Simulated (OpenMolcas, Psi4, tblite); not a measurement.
**How methods differ on GeNH4O (SMILES [NH][GeH2][OH])**

GeNH4O: 7 atoms, total charge 0, spin state doublet. SMILES: `[NH][GeH2][OH]`. Geometry: relaxed at PBE0-D4/def2-TZVP. This is one conformer, not always the lowest.

```xyz
7

N    -1.1800   -0.6296   -0.7043
Ge    0.0918    0.3579    0.2273
O     1.4881   -0.7085    0.4542
H    -2.0737   -0.1273   -0.7247
H     0.4685    1.5753   -0.6442
H    -0.3483    0.7582    1.6429
H     1.6148   -1.2940   -0.2967
```

Quantity: the dipole moment, in D. The values are calculated.

```
              level                    kind     program  value (D)   CPU time
           GFN1-xTB          semi-empirical      tblite       2.46  under 2 s
      UHF/def2-SVPD            Hartree–Fock  OpenMolcas       2.15       24 s
   USVWN5/def2-SVPD                     LDA  OpenMolcas       1.92       48 s
 U-revPBE/def2-SVPD                     GGA  OpenMolcas       1.80       65 s
 U-r2SCAN/def2-SVPD                meta-GGA  OpenMolcas       1.89       78 s
    UPBE0/def2-SVPD           global hybrid  OpenMolcas       1.95       63 s
U-wB97M-V/def2-SVPD  range-separated hybrid        Psi4       2.00    3.8 min
```

All-electron rows without a relativistic Hamiltonian named are non-relativistic. The values span 1.80 to 2.46 D. Magnitudes only. Times are those of the runs behind each value, whatever else they computed, on shared processors of several kinds: orders of magnitude only.

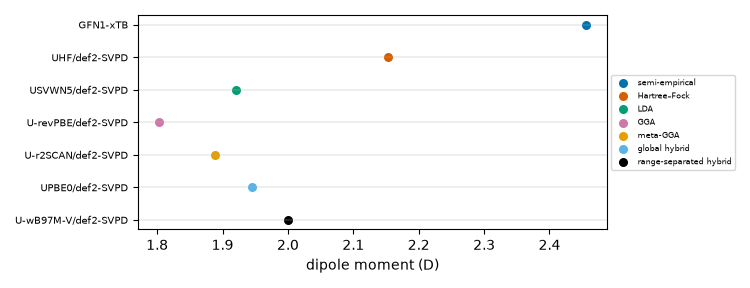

The values of the table, level by level.
